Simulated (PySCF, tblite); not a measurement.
# C₃H₈F₂S₂Si: geometry, infrared bands and NMR shifts

What infrared bands and NMR shifts should C₃H₈F₂S₂Si (`CS[Si@H](S)C(C)(F)F`) show?

Programs: tblite 0.8.0 and PySCF 2.14.0, with density-fitted response routines of our own. Each step states its level of theory. These are calculated values for one molecule in the gas phase, unless marked as measured. Atoms are numbered from 0 throughout.

### 1 The molecule as given

16 atoms, charge 0, multiplicity 1; geometry from: force field or distance geometry start.

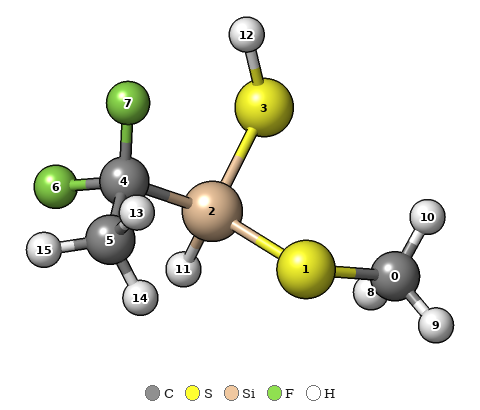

The starting geometry (carbon grey, sulfur yellow, silicon light orange, fluorine green, hydrogen white), atoms numbered.

### 2 Optimising the geometry with GFN2-xTB

The job: settings as JSON, then the geometry in Å.

```
{"job": {"kind": "relax", "xc": "GFN2-xTB", "basis": "xTB"}, "charge": 0, "multiplicity": 1}
C      3.043300    -0.184600     0.222800
S      1.349600    -0.777000     0.587600
Si    -0.002200     0.356800    -0.588800
S      0.568600     2.427900    -0.433900
C     -1.784100     0.116600    -0.100500
C     -2.059900    -1.280500     0.403800
F     -2.535400     0.260300    -1.273900
F     -2.248100     1.057800     0.783300
H      3.067100    -0.015200    -0.874600
H      3.799500    -0.950900     0.457400
H      3.245000     0.752700     0.793700
H      0.158600    -0.084400    -1.991300
H     -0.259300     3.129600     0.484700
H     -2.069400    -1.239400     1.502700
H     -1.249400    -1.943100     0.032300
H     -3.031600    -1.617400    -0.016900
```

Run with:

```sh
$ OMP_NUM_THREADS=1 python probes_run.py task.json out
```

One launch serves the whole session: the jobs run in the order shown.

Log:

```text
step      E/eV     max force
  0    -767.70303    1.777
  1    -767.87827    1.184
  2    -767.98517    0.709
  3    -768.02046    0.776
  4    -768.09587    0.436
  5    -768.11093    0.392
  6    -768.12928    0.337
  7    -768.14037    0.315
  8    -768.15189    0.247
  9    -768.15878    0.197
 10    -768.16285    0.167
 11    -768.16613    0.238
 12    -768.17010    0.283
 13    -768.17421    0.223
 14    -768.17770    0.139
 15    -768.18023    0.141
 16    -768.18243    0.140
 17    -768.18484    0.159
 18    -768.18756    0.132
 19    -768.19032    0.120
 20    -768.19278    0.118
 21    -768.19507    0.120
 22    -768.19752    0.128
 23    -768.20008    0.130
 24    -768.20256    0.133
 25    -768.20488    0.139
 26    -768.20693    0.123
 27    -768.20898    0.151
 28    -768.21158    0.170
 29    -768.21514    0.196
 30    -768.21960    0.221
 31    -768.22425    0.168
 32    -768.22808    0.156
 33    -768.23116    0.138
 34    -768.23446    0.173
 35    -768.23772    0.209
 36    -768.23573    0.310
 37    -768.24263    0.136
 38    -768.24465    0.131
 39    -768.24980    0.146
 40    -768.25202    0.153
 41    -768.25779    0.139
 42    -768.26120    0.127
 43    -768.26400    0.127
 44    -768.26580    0.100
 45    -768.26735    0.082
 46    -768.26853    0.088
 47    -768.26948    0.097
 48    -768.27046    0.091
 49    -768.27153    0.092
 50    -768.27282    0.094
 51    -768.27404    0.075
 52    -768.27500    0.061
 53    -768.27567    0.049
 54    -768.27615    0.041
 55    -768.27646    0.043
 56    -768.27668    0.041
 57    -768.27688    0.037
 58    -768.27709    0.040
 59    -768.27736    0.033
 60    -768.27752    0.032
 61    -768.27763    0.028
 62    -768.27773    0.024
 63    -768.27782    0.023
 64    -768.27789    0.015
 65    -768.27793    0.015
 66    -768.27796    0.016
 67    -768.27799    0.015
 68    -768.27803    0.018
 69    -768.27807    0.017
 70    -768.27812    0.017
 71    -768.27817    0.019
 72    -768.27823    0.019
 73    -768.27833    0.027
 74    -768.27846    0.029
 75    -768.27856    0.019
 76    -768.27863    0.018
 77    -768.27867    0.015
 78    -768.27873    0.017
 79    -768.27878    0.017
 80    -768.27882    0.012
 81    -768.27884    0.012
 82    -768.27885    0.011
 83    -768.27887    0.011
 84    -768.27888    0.009
```

Wall time 0.77 s (1 thread of Arm Neoverse V1, shared host).

Step by step: (not every step is listed)

| step | energy from step 0 (eV) | largest force (eV/Å) |
| --- | --- | --- |
| 0 | 0.0000 | 1.7769 |
| 1 | -0.1752 | 1.1840 |
| 2 | -0.2821 | 0.7094 |
| 3 | -0.3174 | 0.7758 |
| 4 | -0.3928 | 0.4362 |
| 5 | -0.4079 | 0.3916 |
| 6 | -0.4262 | 0.3375 |
| 7 | -0.4373 | 0.3151 |
| 8 | -0.4489 | 0.2470 |
| 15 | -0.4772 | 0.1414 |
| 22 | -0.4945 | 0.1285 |
| 29 | -0.5121 | 0.1961 |
| 36 | -0.5327 | 0.3103 |
| 43 | -0.5610 | 0.1272 |
| 50 | -0.5698 | 0.0944 |
| 57 | -0.5738 | 0.0371 |
| 64 | -0.5749 | 0.0146 |
| 71 | -0.5751 | 0.0194 |
| 78 | -0.5757 | 0.0174 |
| 79 | -0.5757 | 0.0170 |
| 80 | -0.5758 | 0.0117 |
| 81 | -0.5758 | 0.0121 |
| 82 | -0.5758 | 0.0107 |
| 83 | -0.5758 | 0.0112 |
| 84 | -0.5758 | 0.0095 |

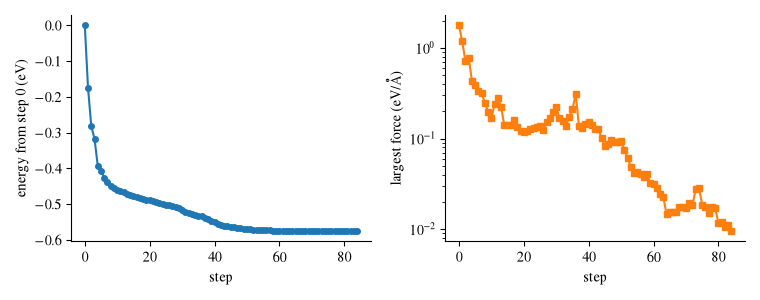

Energy and largest force along the relaxation.

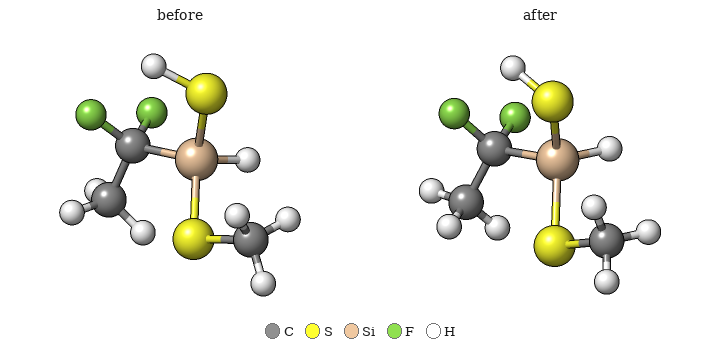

The geometry before (left) and after (right).

Distances of close pairs at the start and the end, largest changes first:

| bond | before (Å) | after (Å) | change (Å) |
| --- | --- | --- | --- |
| S3–H12 | 1.422 | 1.323 | -0.099 |
| Si2–C4 | 1.863 | 1.933 | +0.070 |
| C0–H10 | 1.116 | 1.085 | -0.031 |
| C4–F6 | 1.401 | 1.373 | -0.027 |
| C0–H8 | 1.111 | 1.085 | -0.026 |
| C5–H14 | 1.111 | 1.086 | -0.025 |
| C5–H15 | 1.111 | 1.089 | -0.023 |
| Si2–H11 | 1.479 | 1.458 | -0.021 |

The end geometry stands in the next job.

### 3 Infrared spectrum with GFN2-xTB

The job: settings as JSON, then the geometry in Å.

```
{"job": {"kind": "ir", "xc": "GFN2-xTB", "basis": "xTB"}, "charge": 0, "multiplicity": 1}
C      2.956641    -0.213591     0.201143
S      1.325626    -0.973802     0.459407
Si     0.132874     0.449609    -0.592007
S      0.664160     2.450051    -0.022904
C     -1.719119     0.081576    -0.176624
C     -2.010018    -1.261995     0.447618
F     -2.415527     0.202936    -1.354153
F     -2.238295     1.080533     0.612149
H      3.206253    -0.240219    -0.854145
H      3.669821    -0.800413     0.769292
H      2.939044     0.809103     0.563304
H      0.281157     0.300863    -2.034370
H     -0.568682     2.883060     0.182080
H     -1.472463    -1.350122     1.387537
H     -1.680198    -2.046314    -0.227509
H     -3.078873    -1.362332     0.627770
```

Log:

```text
mode    cm-1     km/mol
  1     -12.0      1.74
  2      57.2      2.53
  3      93.0      3.66
  4     118.9      6.59
  5     129.3      0.97
  6     147.2     50.52
  7     154.8      3.04
  8     182.9      1.14
  9     199.5      2.44
 10     233.7      4.43
 11     257.8      5.04
 12     358.2     10.28
 13     385.0     35.10
 14     463.0     13.29
 15     492.7     42.24
 16     572.5     69.66
 17     627.7     30.94
 18     635.1    259.55
 19     647.8    116.68
 20     727.4      0.55
 21     744.0     80.97
 22     890.4     64.91
 23     923.9     24.98
 24     953.3      0.12
 25     964.0      3.20
 26    1088.5     66.49
 27    1129.2     44.59
 28    1162.2     63.28
 29    1325.9      0.97
 30    1391.7     18.31
 31    1446.7      7.34
 32    1453.3      9.01
 33    1457.5      5.28
 34    1464.6     13.28
 35    2308.4    181.02
 36    2480.5     31.82
 37    3032.9      9.41
 38    3040.6      3.59
 39    3048.1      5.87
 40    3055.1     12.47
 41    3058.1      9.78
 42    3067.4      0.64
```

Wall time 0.74 s (1 thread of Arm Neoverse V1, shared host).

The strongest bands and the atoms that carry them (share of the mass-weighted mode):

| cm⁻¹ | km/mol | atoms |
| --- | --- | --- |
| 572 | 69.7 | Si2 55 %, S1 22 %, S3 14 % |
| 635 | 259.6 | H11 82 %, Si2 11 % |
| 648 | 116.7 | H11 56 %, H12 19 %, Si2 12 % |
| 744 | 81.0 | H12 72 %, H11 11 % |
| 890 | 64.9 | C4 33 %, F6 16 %, F7 16 %, H14 13 % |
| 1088 | 66.5 | C4 36 %, H14 21 %, H13 19 %, C5 16 % |
| 1162 | 63.3 | C4 49 %, H15 21 %, C5 14 % |
| 2308 | 181.0 | H11 97 % |

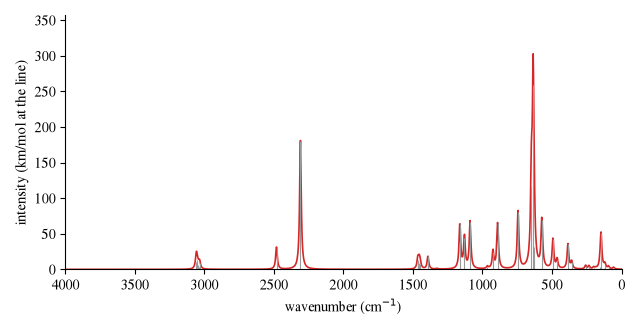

The infrared spectrum from these modes, unscaled. Lines are broadened to a width of 14 cm⁻¹ (Lorentzian).

### 4 Nuclear shieldings: PBE0/pcSseg-1

Same as in step 3 but for these lines:

```diff
@@ -1,2 +1,2 @@
-{"job": {"kind": "ir", "xc": "GFN2-xTB", "basis": "xTB"}, "charge": 0, "multiplicity": 1}
+{"job": {"kind": "nmr", "xc": "PBE0", "basis": "pcSseg-1"}, "charge": 0, "multiplicity": 1}
 C      2.956641    -0.213591     0.201143
```

Level: GIAO PBE0/pcSseg-1 NMR shielding, non-relativistic, gas phase.

Log:

```text
coarse grid: 15264 points
cycle   1  E = -1403.7804824546  dE =  7.883e-01  |g| = 7.247e-01  |ddm| = 3.578e+00
cycle   2  E = -1403.6879041833  dE =  9.258e-02  |g| = 1.062e+00  |ddm| = 1.196e+00
cycle   3  E = -1403.8783931227  dE = -1.905e-01  |g| = 8.044e-02  |ddm| = 7.284e-01
cycle   4  E = -1403.8796713915  dE = -1.278e-03  |g| = 3.356e-02  |ddm| = 9.617e-02
cycle   5  E = -1403.8799212041  dE = -2.498e-04  |g| = 5.909e-03  |ddm| = 3.209e-02
cycle   6  E = -1403.8799292378  dE = -8.034e-06  |g| = 1.928e-03  |ddm| = 7.848e-03
final grid: 135232 points
cycle   7  E = -1403.9449978366  dE = -4.434e-05  |g| = 9.115e-03  |ddm| = 2.634e-02
cycle   8  E = -1403.9449875243  dE =  1.031e-05  |g| = 1.183e-02  |ddm| = 1.571e-02
cycle   9  E = -1403.9450156440  dE = -2.812e-05  |g| = 1.120e-03  |ddm| = 8.308e-03
cycle  10  E = -1403.9450158424  dE = -1.984e-07  |g| = 2.687e-04  |ddm| = 9.451e-04
cycle  11  E = -1403.9450158547  dE = -1.234e-08  |g| = 7.024e-05  |ddm| = 2.199e-04
cycle  12  E = -1403.9450158559  dE = -1.130e-09  |g| = 2.206e-05  |ddm| = 8.163e-05
cycle  13  E = -1403.9450158560  dE = -1.255e-10  |g| = 3.896e-06  |ddm| = 2.437e-05
converged SCF energy = -1403.9450158560

GIAO shielding tensors (ppm)
atom      isotropic    diamagn.    paramagn.     s11        s22        s33       span
  0 C      175.083     251.406     -76.322    163.987    169.556    191.706     27.719
  1 S      670.138    1060.846    -390.709    616.474    640.340    753.599    137.125
  2 Si     333.666     880.569    -546.903    282.925    348.246    369.827     86.902
  3 S      758.305    1058.563    -300.258    651.654    732.731    890.531    238.877
  4 C       57.921     250.793    -192.872     40.703     54.075     78.985     38.281
  5 C      161.585     250.910     -89.325    147.329    151.215    186.212     38.883
  6 F      283.613     474.529    -190.916    164.054    316.780    370.007    205.953
  7 F      290.736     475.316    -184.580    184.096    310.942    377.169    193.073
  8 H       29.745      29.406       0.339     24.252     26.967     38.016     13.764
  9 H       29.468      28.620       0.848     23.421     26.323     38.660     15.239
 10 H       29.578      30.283      -0.705     22.459     30.524     35.751     13.292
 11 H       26.039      29.686      -3.647     22.521     24.093     31.502      8.982
 12 H       30.319      31.080      -0.761     21.543     27.747     41.667     20.124
 13 H       30.041      31.282      -1.241     25.306     30.764     34.054      8.748
 14 H       30.237      30.555      -0.317     26.238     29.362     35.112      8.875
 15 H       29.725      27.493       2.232     25.725     27.265     36.185     10.460
```

It took 44 s on 1 thread of Arm Neoverse V1, shared host; peak memory 0.88 GiB.

Shifts follow as δ = σ(reference) − σ, with reference shieldings (ppm) from runs at the same level and on the same kind of geometry: 1H TMS 31.72, 13C TMS 186.9, 29Si TMS 349.2, 19F CFCl3 170.9, 33S CS2 504. The references are single molecules in the gas phase, so shifts against H2O, NH3, PH3, H3PO4 or CFCl3 are not on the usual liquid scales and can be off by tens of ppm. Atoms listed in one row are averaged.

| atoms | environment | σ (ppm) | δ (ppm) | δ scaled to CDCl3 |
| --- | --- | --- | --- | --- |
| C4 | fully substituted sp3 carbon bonded to 2 F and Si | 57.9 | 129.0 | 124.0 |
| C5 | methyl carbon | 161.6 | 25.3 | 22.8 |
| C0 | methyl carbon bonded to S | 175.1 | 11.8 | 5.2 |
| H11 | hydrogen on a silicon bonded to C, 2 S | 26.04 | 5.68 | – |
| H8, H9, H10 | hydrogen on a methyl carbon bonded to S | 29.60 | 2.12 | 2.10 |
| H13, H14, H15 | hydrogen on a methyl carbon | 30.00 | 1.72 | 1.72 |
| H12 | hydrogen on a sulfur bonded to Si | 30.32 | 1.40 | – |
| S1 | sulfur bonded to C, Si | 670 | -166 | – |
| S3 | sulfur bonded to Si, H | 758 | -255 | – |
| Si2 | silicon bonded to C, 2 S, H | 333.7 | 15.5 | – |
| F6 | fluorine of a CF2 group | 283.6 | -112.7 | – |
| F7 | fluorine of a CF2 group | 290.7 | -119.8 | – |

The scaled column applies a straight-line fit of computed shieldings to shifts measured in CDCl3, with any fitted terms for Cl, Br or S neighbours, and one for carbons that bear F (root-mean-square error 0.16 ppm for H, 1.9 ppm for C).

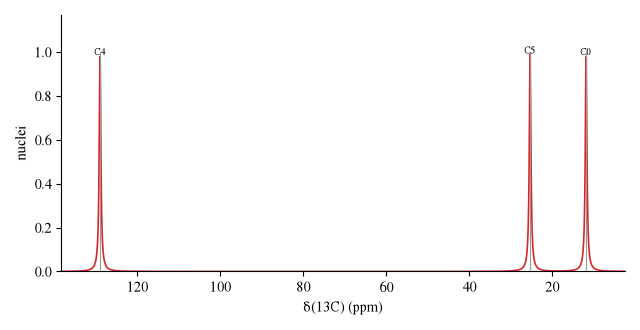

13C lines at the computed shifts, without couplings. Lines are broadened to a width of 0.47 ppm (Lorentzian).

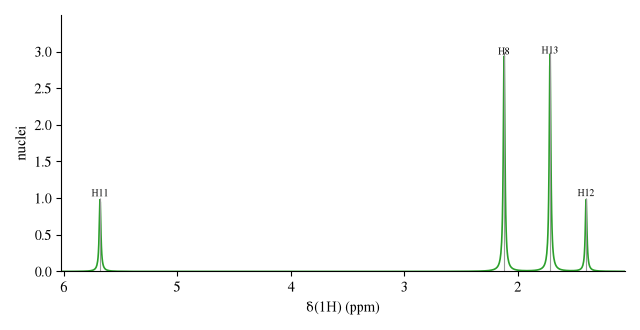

1H lines at the computed shifts, without couplings. Lines are broadened to a width of 0.02 ppm (Lorentzian).

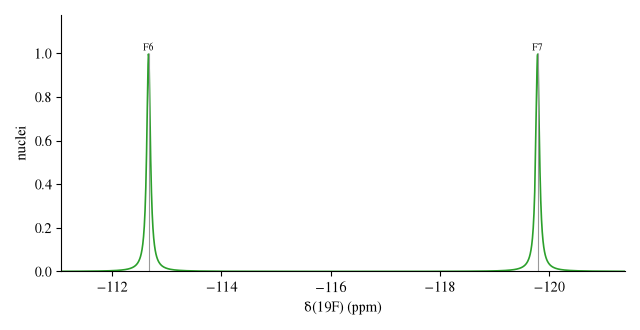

19F lines at the computed shifts, without couplings. Lines are broadened to a width of 0.08 ppm (Lorentzian).

The run also stored atomic charges by several schemes (e):

| atoms | Mulliken | IAO | Hirshfeld | ESP fit |
| --- | --- | --- | --- | --- |
| C0 | -0.40 | -0.50 | -0.11 | -0.39 |
| S1 | -0.29 | -0.17 | -0.08 | -0.20 |
| Si2 | 0.65 | 0.73 | 0.29 | 0.04 |
| S3 | -0.39 | -0.32 | -0.13 | -0.33 |
| C4 | 0.21 | 0.33 | 0.10 | 0.53 |
| C5 | -0.26 | -0.45 | -0.14 | -0.56 |
| F6 | -0.31 | -0.31 | -0.11 | -0.23 |
| F7 | -0.31 | -0.31 | -0.10 | -0.23 |

Mulliken charges:

C0 -0.40; S1 -0.29; Si2 0.65; S3 -0.39; C4 0.21; C5 -0.26; F6 -0.31; F7 -0.31; H8 0.16; H9 0.17; H10 0.18; H11 -0.01; H12 0.18; H13 0.15; H14 0.14; H15 0.14

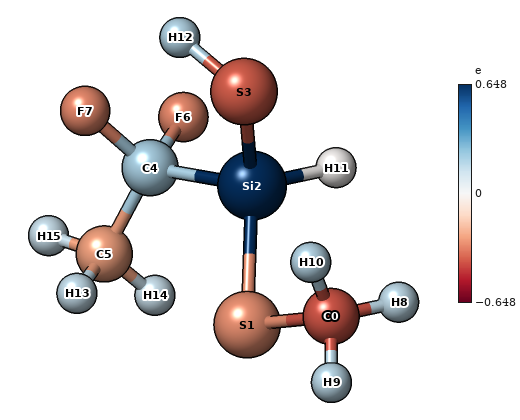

Mulliken charges, as colours on the atoms.

Mayer bond orders: C0–S1 1.00, S1–Si2 1.02, Si2–S3 1.04, Si2–C4 0.81, C4–C5 1.04, C4–F6 0.89, C4–F7 0.90.

Orbitals, density, ELF and potential are computed afterwards from the orbital file.

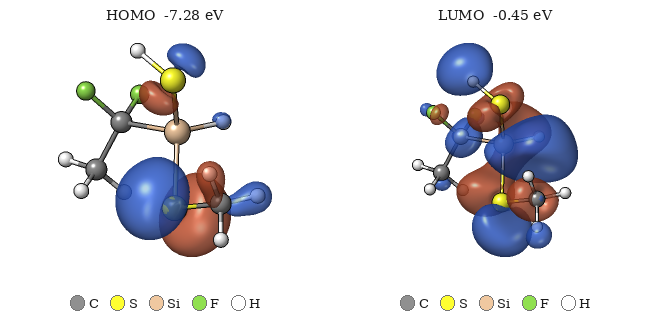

Frontier orbitals at PBE0/pcSseg-1; each surface holds 70 % of the orbital's density, blue and red mark the sign.

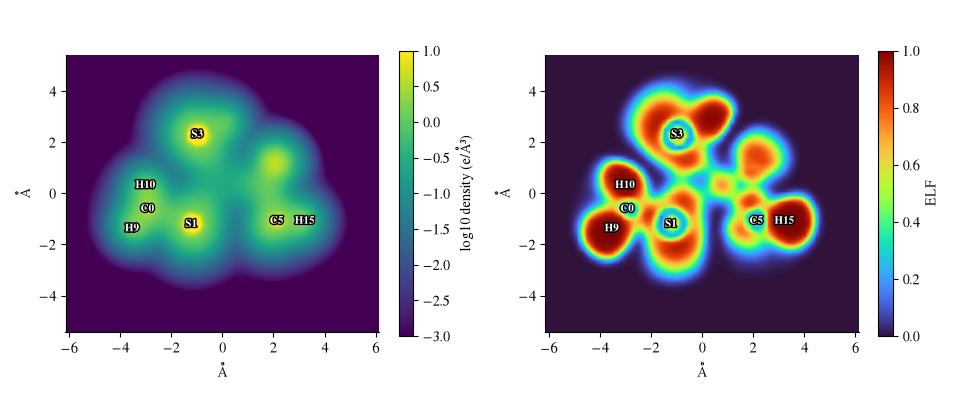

Density (left) and ELF (right) in a plane through or near 7 of the atoms.

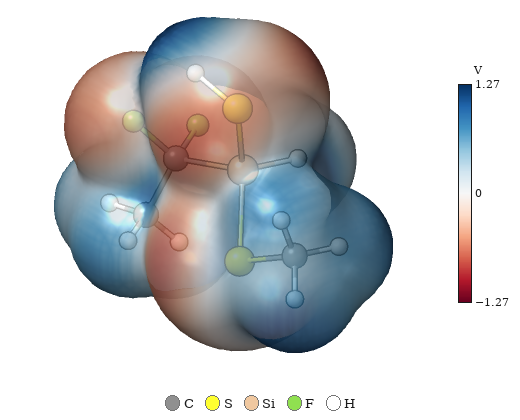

Electrostatic potential on the surface of density 0.002 e/bohr³; red is low, blue high. It runs from -0.77 V near F6 to 1.27 V near H14.

### 5 What came out

| quantity | value |
| --- | --- |
| strongest single infrared mode (GFN2-xTB) | 635 cm⁻¹, 260 km/mol |
| zero-point energy (GFN2-xTB) | 65.7 kcal/mol |
| 13C shifts against TMS (PBE0/pcSseg-1) | 129.0, 25.3, 11.8 ppm |
| 1H shifts against TMS (PBE0/pcSseg-1, means over atoms taken as alike) | 5.68, 2.12, 1.72, 1.40 ppm |
| 33S shifts against CS2 (PBE0/pcSseg-1) | -166, -255 ppm |
| 29Si shifts against TMS (PBE0/pcSseg-1) | 15.5 ppm |
| 19F shifts against CFCl3 (PBE0/pcSseg-1) | -112.7, -119.8 ppm |
| surface potential, least and greatest | -0.77 V and 1.27 V |

**Reading.** Relaxing lowered the energy by 0.576 eV in 84 steps; the close pair that moved most is S3–H12, from 1.422 to 1.323 Å. The lowest mode is slightly imaginary (12i cm⁻¹), a soft motion within the noise of the Hessian, so the minimum is not strictly shown. The strongest single mode, at 635 cm⁻¹, moves mainly H11. GFN2-xTB is a fitted tight-binding method: band positions and strengths are rough. Its intensities can rank the bands wrongly. At PBE0/pcSseg-1: The widest tensor belongs to S3: span 239 ppm, with a paramagnetic part of -300 ppm. By nearest atom (PBE0/pcSseg-1), the HOMO sits on S1 74 %; S3 9 % and the LUMO on Si2 21 %; S1 17 %.
